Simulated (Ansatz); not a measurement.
**Run report: Si2H6O, molecular dynamics (part 1 of 2)**

- system: Si2H6O
- method: RKS r2SCAN-rvv10/6-31G* (Ansatz 0.2.0)

The geometry comes from this level: PBE0-D4/def2-TZVP. Figures and captions count atoms from 1; the log counts them from 0 in places.

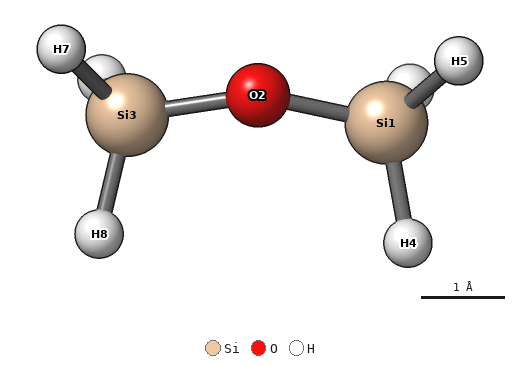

Fig. 1: The starting structure (ball-and-stick view, seen at a tilt; atoms are numbered from 1 in the order of the input). Bond lengths as drawn: H–Si 1.48 to 1.49 Å and O–Si 1.63 Å.

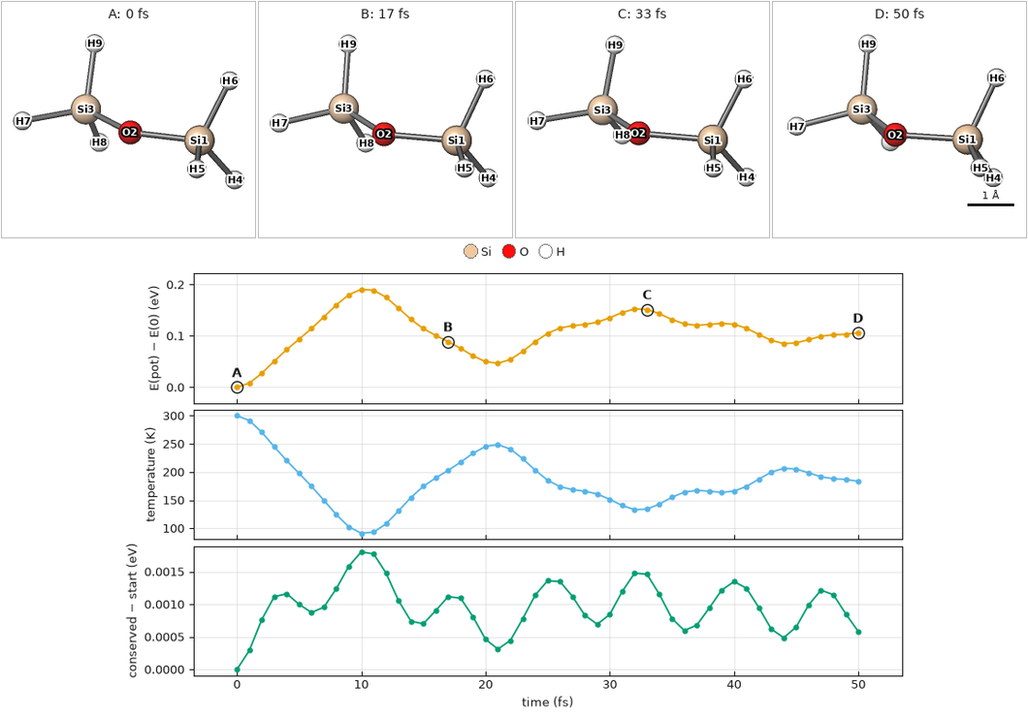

Fig. 2: Frames of the molecular dynamics (ball-and-stick, seen at a tilt) above the curves, on which the letters mark them. The trajectory kept here has 51 frames over 50 fs. The temperature starts at 300 K, ranges from 91 to 300 K and averages 172 K over the second half. The potential energy ends 0.106 eV above its first value. The conserved quantity stays within 0.0018 eV. After an unweighted best fit of the last frame on the first, the root-mean-square displacement is 0.26 Å, and H8 has moved furthest (0.42 Å).

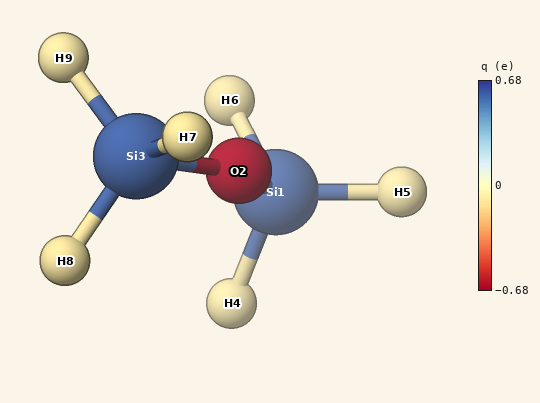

Fig. 3: Mulliken charges, as the colour of each atom (ball-and-stick view, seen at an oblique angle; atoms are numbered from 1 in the order of the input). By element: Si +0.58 to +0.59, O −0.65 and H −0.09 to −0.08 e.

These pictures come from the run below.

The input
```yaml
crystal:
  periodic: [false, false, false]
  atoms:
    - {symbol: Si, position_ang: [-0.702291, 1.048814, -0.921045]}
    - {symbol: O, position_ang: [0.432517, 0.094921, -0.234816]}
    - {symbol: Si, position_ang: [0.786741, -1.043850, 0.881570]}
    - {symbol: H, position_ang: [-1.774675, 0.216107, -1.526409]}
    - {symbol: H, position_ang: [-0.049612, 1.862648, -1.974489]}
    - {symbol: H, position_ang: [-1.305207, 1.944980, 0.100382]}
    - {symbol: H, position_ang: [2.234600, -1.349354, 0.789769]}
    - {symbol: H, position_ang: [-0.001164, -2.277734, 0.623467]}
    - {symbol: H, position_ang: [0.467691, -0.542930, 2.244370]}
basis:
  gaussian: {orbitals: "6-31G*"}
hamiltonian: {xc: {name: r2SCAN}, dispersion: rvv10}
md: {timestep: 1 fs, n_steps: 50, ensemble: nve, temperature: 300, initial_velocities: maxwell_boltzmann, seed: 8}
```

Launched with:
```bash
ansatz run in.yaml --threads 4 --pin off --events-out ev --progress --plain --max-ram 10444MiB
```

What the program printed
```
Functional definition: r2SCAN+rVV10
  name "r2SCAN+rVV10"
  cite "Furness, Kaplan, Ning, Perdew & Sun, J. Phys. Chem. Lett. 11, 8208 (2020) doi:10.1021/acs.jpclett.0c02405"
  cite "Furness, Kaplan, Ning, Perdew & Sun, J. Phys. Chem. Lett. 11, 9248 (2020) doi:10.1021/acs.jpclett.0c03077"
  cite "Vydrov & Van Voorhis, J. Chem. Phys. 133, 244103 (2010) doi:10.1063/1.3521275"
  cite "Sabatini, Gorni & de Gironcoli, Phys. Rev. B 87, 041108(R) (2013) doi:10.1103/PhysRevB.87.041108"
  cite "Ning et al., Phys. Rev. B 106, 075422 (2022) doi:10.1103/PhysRevB.106.075422"
  parent "r2scan"
  parameter k0 = 0.174
  parameter k1 = 0.065
  parameter a1 = 4.9479
  exchange = r2scan_x(k0 = k0, k1 = k1, a1 = a1)
  correlation = r2scan_c + rvv10(11.95, 0.0093)
819 factors; their error is unknown
mean field evaluation 1: about -17891.8478 eV, gradient 5.1e1 eV
mean field evaluation 2: about -17875.2208 eV, gradient 1.0e2 eV
mean field evaluation 4: about -17896.2376 eV, gradient 1.2e0 eV
mean field evaluation 8: about -17896.1672 eV, gradient 7.6e-2 eV
mean field -17896.16724467 eV, -657.6720157838 hartree, gradient 1.9e-5 eV, S^2 0.000000; 0 other end points of the search recorded, 0 dependent functions left out
the calculation of the forces begins
reference -17896.16725580 eV, -657.6720161928 hartree; 21, 21 occupied and 44, 44 virtual orbitals, 819 factors
md step     0: t =     0.00 fs  T =   300.0 K  F+E_penalty+E_count = -17896.16724467 eV  E_kin = 0.271446 eV  conserved = -17895.89579867 eV  (22 SCF iters)
these checks for a lower state are left out or cut short: starts, cluster_reference, orbital_swaps, neighbouring_geometries, increment
819 factors; their error is unknown
mean field evaluation 16: about -17896.2339 eV, gradient 3.5e-3 eV
mean field -17896.15920628 eV, -657.6717203785 hartree, gradient 6.8e-5 eV, S^2 0.000000; 0 other end points of the search recorded, 0 dependent functions left out
the calculation of the forces begins
reference -17896.15921744 eV, -657.6717207884 hartree; 21, 21 occupied and 44, 44 virtual orbitals, 819 factors
md step     1: t =     1.00 fs  T =   291.4 K  F+E_penalty+E_count = -17896.15920628 eV  E_kin = 0.263700 eV  conserved = -17895.89550671 eV  (22 SCF iters)
[... from here on the SCF iterations and repeated set-up lines of each step are left out, up to the last step ...]
md step     2: t =     2.00 fs  T =   270.6 K  F+E_penalty+E_count = -17896.13987628 eV  E_kin = 0.244843 eV  conserved = -17895.89503304 eV  (22 SCF iters)
md step     3: t =     3.00 fs  T =   245.0 K  F+E_penalty+E_count = -17896.11634045 eV  E_kin = 0.221656 eV  conserved = -17895.89468419 eV  (22 SCF iters)
md step     4: t =     4.00 fs  T =   220.2 K  F+E_penalty+E_count = -17896.09392046 eV  E_kin = 0.199283 eV  conserved = -17895.89463736 eV  (23 SCF iters)
md step     5: t =     5.00 fs  T =   197.5 K  F+E_penalty+E_count = -17896.07351177 eV  E_kin = 0.178712 eV  conserved = -17895.89479963 eV  (23 SCF iters)
md step     6: t =     6.00 fs  T =   174.6 K  F+E_penalty+E_count = -17896.05286496 eV  E_kin = 0.157939 eV  conserved = -17895.89492620 eV  (23 SCF iters)
md step     7: t =     7.00 fs  T =   149.6 K  F+E_penalty+E_count = -17896.03018745 eV  E_kin = 0.135344 eV  conserved = -17895.89484316 eV  (23 SCF iters)
md step     8: t =     8.00 fs  T =   124.1 K  F+E_penalty+E_count = -17896.00680411 eV  E_kin = 0.112246 eV  conserved = -17895.89455839 eV  (23 SCF iters)
md step     9: t =     9.00 fs  T =   102.7 K  F+E_penalty+E_count = -17895.98712799 eV  E_kin = 0.092913 eV  conserved = -17895.89421534 eV  (23 SCF iters)
md step    10: t =    10.00 fs  T =    91.2 K  F+E_penalty+E_count = -17895.97648203 eV  E_kin = 0.082487 eV  conserved = -17895.89399457 eV  (23 SCF iters)
md step    11: t =    11.00 fs  T =    93.1 K  F+E_penalty+E_count = -17895.97827976 eV  E_kin = 0.084254 eV  conserved = -17895.89402615 eV  (23 SCF iters)
md step    12: t =    12.00 fs  T =   108.0 K  F+E_penalty+E_count = -17895.99200229 eV  E_kin = 0.097681 eV  conserved = -17895.89432122 eV  (23 SCF iters)
md step    13: t =    13.00 fs  T =   130.8 K  F+E_penalty+E_count = -17896.01307271 eV  E_kin = 0.118331 eV  conserved = -17895.89474218 eV  (23 SCF iters)
md step    14: t =    14.00 fs  T =   154.7 K  F+E_penalty+E_count = -17896.03502720 eV  E_kin = 0.139968 eV  conserved = -17895.89505924 eV  (23 SCF iters)
md step    15: t =    15.00 fs  T =   174.5 K  F+E_penalty+E_count = -17896.05302717 eV  E_kin = 0.157928 eV  conserved = -17895.89509950 eV  (23 SCF iters)
md step    16: t =    16.00 fs  T =   189.6 K  F+E_penalty+E_count = -17896.06642458 eV  E_kin = 0.171530 eV  conserved = -17895.89489500 eV  (23 SCF iters)
md step    17: t =    17.00 fs  T =   202.8 K  F+E_penalty+E_count = -17896.07822273 eV  E_kin = 0.183540 eV  conserved = -17895.89468238 eV  (23 SCF iters)
md step    18: t =    18.00 fs  T =   217.5 K  F+E_penalty+E_count = -17896.09153937 eV  E_kin = 0.196833 eV  conserved = -17895.89470601 eV  (23 SCF iters)
md step    19: t =    19.00 fs  T =   233.2 K  F+E_penalty+E_count = -17896.10600407 eV  E_kin = 0.211011 eV  conserved = -17895.89499315 eV  (24 SCF iters)
md step    20: t =    20.00 fs  T =   245.4 K  F+E_penalty+E_count = -17896.11734878 eV  E_kin = 0.222013 eV  conserved = -17895.89533552 eV  (23 SCF iters)
md step    21: t =    21.00 fs  T =   248.6 K  F+E_penalty+E_count = -17896.12046636 eV  E_kin = 0.224979 eV  conserved = -17895.89548743 eV  (23 SCF iters)
md step    22: t =    22.00 fs  T =   240.7 K  F+E_penalty+E_count = -17896.11310353 eV  E_kin = 0.217749 eV  conserved = -17895.89535483 eV  (23 SCF iters)
md step    23: t =    23.00 fs  T =   223.6 K  F+E_penalty+E_count = -17896.09736054 eV  E_kin = 0.202339 eV  conserved = -17895.89502116 eV  (23 SCF iters)
md step    24: t =    24.00 fs  T =   203.1 K  F+E_penalty+E_count = -17896.07847319 eV  E_kin = 0.183814 eV  conserved = -17895.89465949 eV  (23 SCF iters)
md step    25: t =    25.00 fs  T =   185.3 K  F+E_penalty+E_count = -17896.06212651 eV  E_kin = 0.167689 eV  conserved = -17895.89443737 eV  (23 SCF iters)
md step    26: t =    26.00 fs  T =   173.9 K  F+E_penalty+E_count = -17896.05180247 eV  E_kin = 0.157351 eV  conserved = -17895.89445147 eV  (23 SCF iters)
md step    27: t =    27.00 fs  T =   168.6 K  F+E_penalty+E_count = -17896.04727336 eV  E_kin = 0.152593 eV  conserved = -17895.89468029 eV  (23 SCF iters)
md step    28: t =    28.00 fs  T =   165.8 K  F+E_penalty+E_count = -17896.04500122 eV  E_kin = 0.150031 eV  conserved = -17895.89497035 eV  (23 SCF iters)
md step    29: t =    29.00 fs  T =   160.8 K  F+E_penalty+E_count = -17896.04056614 eV  E_kin = 0.145461 eV  conserved = -17895.89510534 eV  (23 SCF iters)
md step    30: t =    30.00 fs  T =   151.4 K  F+E_penalty+E_count = -17896.03197731 eV  E_kin = 0.137023 eV  conserved = -17895.89495475 eV  (23 SCF iters)
md step    31: t =    31.00 fs  T =   140.3 K  F+E_penalty+E_count = -17896.02158260 eV  E_kin = 0.126979 eV  conserved = -17895.89460392 eV  (23 SCF iters)
md step    32: t =    32.00 fs  T =   133.0 K  F+E_penalty+E_count = -17896.01470666 eV  E_kin = 0.120386 eV  conserved = -17895.89432075 eV  (23 SCF iters)
md step    33: t =    33.00 fs  T =   134.0 K  F+E_penalty+E_count = -17896.01561638 eV  E_kin = 0.121277 eV  conserved = -17895.89433893 eV  (23 SCF iters)
md step    34: t =    34.00 fs  T =   143.0 K  F+E_penalty+E_count = -17896.02404523 eV  E_kin = 0.129396 eV  conserved = -17895.89464882 eV  (23 SCF iters)
md step    35: t =    35.00 fs  T =   155.1 K  F+E_penalty+E_count = -17896.03531385 eV  E_kin = 0.140296 eV  conserved = -17895.89501746 eV  (23 SCF iters)
md step    36: t =    36.00 fs  T =   164.2 K  F+E_penalty+E_count = -17896.04378485 eV  E_kin = 0.148583 eV  conserved = -17895.89520170 eV  (23 SCF iters)
md step    37: t =    37.00 fs  T =   167.4 K  F+E_penalty+E_count = -17896.04657238 eV  E_kin = 0.151452 eV  conserved = -17895.89512014 eV  (23 SCF iters)
md step    38: t =    38.00 fs  T =   165.8 K  F+E_penalty+E_count = -17896.04488915 eV  E_kin = 0.150030 eV  conserved = -17895.89485912 eV  (23 SCF iters)
md step    39: t =    39.00 fs  T =   163.8 K  F+E_penalty+E_count = -17896.04278674 eV  E_kin = 0.148204 eV  conserved = -17895.89458319 eV  (23 SCF iters)
md step    40: t =    40.00 fs  T =   165.9 K  F+E_penalty+E_count = -17896.04457349 eV  E_kin = 0.150122 eV  conserved = -17895.89445134 eV  (24 SCF iters)
md step    41: t =    41.00 fs  T =   174.3 K  F+E_penalty+E_count = -17896.05228509 eV  E_kin = 0.157733 eV  conserved = -17895.89455250 eV  (23 SCF iters)
md step    42: t =    42.00 fs  T =   187.3 K  F+E_penalty+E_count = -17896.06430005 eV  E_kin = 0.169448 eV  conserved = -17895.89485236 eV  (23 SCF iters)
md step    43: t =    43.00 fs  T =   199.8 K  F+E_penalty+E_count = -17896.07593887 eV  E_kin = 0.180759 eV  conserved = -17895.89517968 eV  (23 SCF iters)
md step    44: t =    44.00 fs  T =   206.5 K  F+E_penalty+E_count = -17896.08214206 eV  E_kin = 0.186829 eV  conserved = -17895.89531350 eV  (23 SCF iters)
md step    45: t =    45.00 fs  T =   205.2 K  F+E_penalty+E_count = -17896.08082446 eV  E_kin = 0.185676 eV  conserved = -17895.89514845 eV  (23 SCF iters)
md step    46: t =    46.00 fs  T =   198.5 K  F+E_penalty+E_count = -17896.07441086 eV  E_kin = 0.179599 eV  conserved = -17895.89481145 eV  (23 SCF iters)
md step    47: t =    47.00 fs  T =   191.6 K  F+E_penalty+E_count = -17896.06790728 eV  E_kin = 0.173325 eV  conserved = -17895.89458271 eV  (23 SCF iters)
md step    48: t =    48.00 fs  T =   188.0 K  F+E_penalty+E_count = -17896.06473960 eV  E_kin = 0.170087 eV  conserved = -17895.89465258 eV  (23 SCF iters)
md step    49: t =    49.00 fs  T =   186.8 K  F+E_penalty+E_count = -17896.06393073 eV  E_kin = 0.168982 eV  conserved = -17895.89494832 eV  (23 SCF iters)
these checks for a lower state are left out or cut short: starts, cluster_reference, orbital_swaps, neighbouring_geometries, increment
819 factors; their error is unknown
mean field -17896.06112394 eV, -657.6681159191 hartree, gradient 7.7e-5 eV, S^2 0.000000; 0 other end points of the search recorded, 0 dependent functions left out
the calculation of the forces begins
reference -17896.06113496 eV, -657.6681163240 hartree; 21, 21 occupied and 44, 44 virtual orbitals, 819 factors
819 factors; their error is unknown
mean field -17896.06112394 eV, -657.6681159191 hartree, gradient 7.7e-5 eV, S^2 0.000000; 1 other end points of the search recorded, 0 dependent functions left out
the calculation of the forces begins
reference -17896.06113496 eV, -657.6681163240 hartree; 21, 21 occupied and 44, 44 virtual orbitals, 819 factors
md step    50: t =    50.00 fs  T =   183.4 K  F+E_penalty+E_count = -17896.06112394 eV  E_kin = 0.165906 eV  conserved = -17895.89521765 eV  (24 SCF iters)
Total energy: -17896.06113496 eV, -657.6681163240 hartree
Atom 0 at    -0.692399     0.963611    -0.849934 Å, force    -0.910394     0.607400    -0.114294 eV/Å
Atom 1 at     0.620176     0.161704    -0.308556 Å, force     0.865773     0.728514    -0.135884 eV/Å
Atom 2 at     0.697771    -0.980531     0.844312 Å, force     0.048907    -1.583763     0.315855 eV/Å
Atom 3 at    -1.630722    -0.071886    -1.339918 Å, force    -0.299847     0.041549    -0.079529 eV/Å
Atom 4 at    -0.357039     1.895053    -1.954336 Å, force     0.144167    -0.029533    -0.004197 eV/Å
Atom 5 at    -1.325825     1.768332     0.261512 Å, force     0.105924    -0.217940    -0.251195 eV/Å
Atom 6 at     2.032668    -1.641497     0.796906 Å, force    -0.035339     0.162064     0.044898 eV/Å
Atom 7 at    -0.336968    -2.004284     0.488847 Å, force     0.061193    -0.017857     0.163088 eV/Å
Atom 8 at     0.414278    -0.542236     2.231245 Å, force     0.019617     0.309566     0.061258 eV/Å
Dipole moment:    -0.075559     0.040898     0.052070 e Å
```

Trajectory as extended XYZ (Å, eV, eV/Å), 23 of the 51 frames kept, from step=0 to step=50
```
9
Properties=species:S:1:pos:R:3:forces:R:3 step=0 time_fs=0.0 energy=-17896.16725 temperature=300.0
Si   -0.7023    1.0488   -0.9210   -0.2082   0.1799  -0.1315
O     0.4325    0.0949   -0.2348    0.2550   0.0611  -0.1409
Si    0.7867   -1.0438    0.8816    0.0716  -0.2122   0.2063
H    -1.7747    0.2161   -1.5264   -0.0754   0.0024  -0.0451
H    -0.0496    1.8626   -1.9745   -0.0176   0.0492  -0.0471
H    -1.3052    1.9450    0.1004   -0.0585   0.0644   0.0130
H     2.2346   -1.3494    0.7898    0.0471  -0.0423   0.0314
H    -0.0012   -2.2777    0.6235   -0.0152  -0.0821   0.0281
H     0.4677   -0.5429    2.2444    0.0012  -0.0204   0.0856
9
Properties=species:S:1:pos:R:3:forces:R:3 step=2 time_fs=2.0 energy=-17896.13988 temperature=270.6
Si   -0.7046    1.0483   -0.9218   -0.0148   0.2350   0.5002
O     0.4413    0.0938   -0.2417    0.3131   0.2737  -0.0578
Si    0.7848   -1.0388    0.8860    0.0561  -0.5400  -0.2781
H    -1.7297    0.1823   -1.5131   -0.4380  -0.1221  -0.1707
H    -0.0973    1.8752   -1.9741    0.1401   0.1683  -0.2118
H    -1.2848    1.9475    0.1337   -0.0401  -0.1249  -0.2288
H     2.2179   -1.4025    0.7725    0.0787   0.0730   0.0924
H    -0.0142   -2.2528    0.5896   -0.0826  -0.1653   0.0609
H     0.4584   -0.6049    2.2542   -0.0125   0.2023   0.2937
9
Properties=species:S:1:pos:R:3:forces:R:3 step=5 time_fs=5.0 energy=-17896.07351 temperature=197.5
Si   -0.7080    1.0481   -0.9215    0.0788   0.0558   0.6301
O     0.4559    0.0935   -0.2522    0.3744   0.5369   0.0738
Si    0.7820   -1.0328    0.8919   -0.0703  -0.9883  -0.5421
H    -1.6941    0.1239   -1.5048   -0.4661   0.0398  -0.1036
H    -0.1585    1.9055   -1.9881    0.1699   0.0789  -0.1321
H    -1.2575    1.9414    0.1659   -0.0979  -0.2235  -0.3618
H     2.1978   -1.4755    0.7539    0.0132   0.2520   0.1676
H    -0.0395   -2.2267    0.5438   -0.0619  -0.0952   0.1474
H     0.4441   -0.6822    2.2888    0.0600   0.3436   0.1209
```
